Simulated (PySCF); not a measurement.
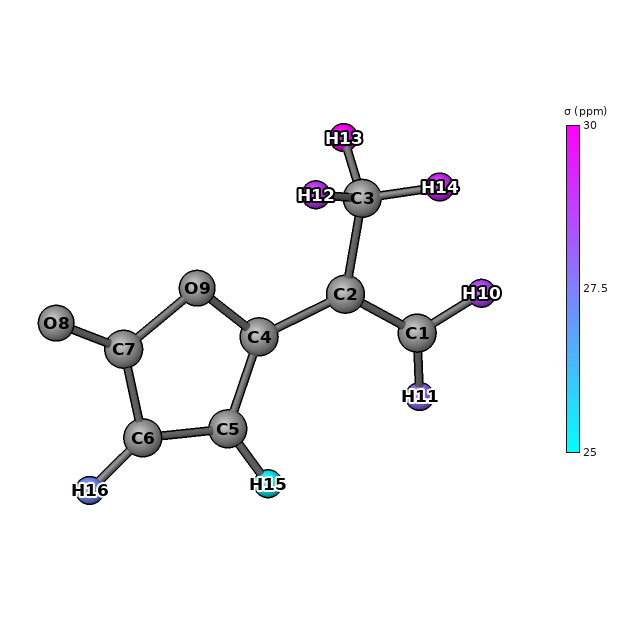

Atoms are coloured by their isotropic NMR shieldings (H only, the others grey). Charge −1, singlet. Geometry: a frame of a GFN2-xTB molecular-dynamics simulation, not a minimum. Level of theory: GIAO PBE0/pcSseg-1 NMR shielding, non-relativistic, gas phase (PySCF 2.14.0).

Give the isotropic NMR shieldings of the H atoms atom by atom.

```tsv
atom	σ (ppm)
H10	28.55
H11	27.89
H12	28.91
H13	30.00
H14	29.22
H15	25.23
H16	27.22
```
